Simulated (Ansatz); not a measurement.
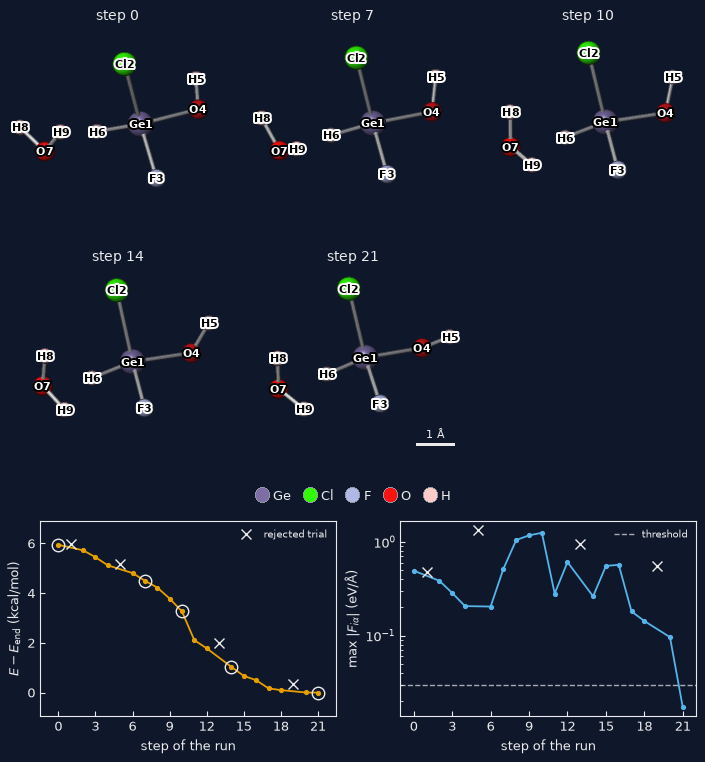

Frames of a relaxation of GeH$_{4}$O$_{2}$ClF, marked on the history of the run. Style: ball-and-stick. Shown at a tilt.

The run prepares an end point of a later path (reaction) calculation, from a guessed geometry.

The calculation used RKS BLYP/def2-SVP (Ansatz). Set-up: no spin polarisation; force threshold 0.03 eV/Å; at most 50 steps.

Describe the path.

The largest moves after the best rigid fit, 1.08 Å, are those of H5 and H9. By element the largest moves are H 1.08 Å, Cl 0.74 Å, F 0.54 Å, O 0.41 Å, Ge 0.39 Å. Among the contacts that change: Ge1–O7 2.972 → 2.839 Å, Ge1–F3 1.742 → 1.775 Å, Ge1–Cl2 2.216 → 2.202 Å, O7–H9 0.993 → 0.980 Å. Bond angles that change, for instance: O4–Ge1–H6 112.4° → 105.4°, Cl2–Ge1–H6 112.2° → 117.4°, F3–Ge1–O4 101.6° → 105.0°. Groups turn about Ge1–O4 by about 120°. The energy falls by 5.95 kcal/mol in 17 accepted moves (21 points after the start). The largest force component goes from 0.49 to 0.017 eV/Å. The line search rejected the trial steps at points 1, 5, 13, 19 of the run. From step 0 to 7: H9 moves most (0.45 Å), energy −1.45 kcal/mol. From step 7 to 10: H8 moves most (0.51 Å), energy −1.24 kcal/mol. From step 10 to 14: H5 moves most (0.40 Å), energy −2.23 kcal/mol. From step 14 to 21: H5 moves most (0.40 Å), energy −1.04 kcal/mol.

Limits of the set-up: the start holds two separate molecules, 2.6 Å apart at their closest, whose relative position is a soft coordinate and is computed without a dispersion correction.
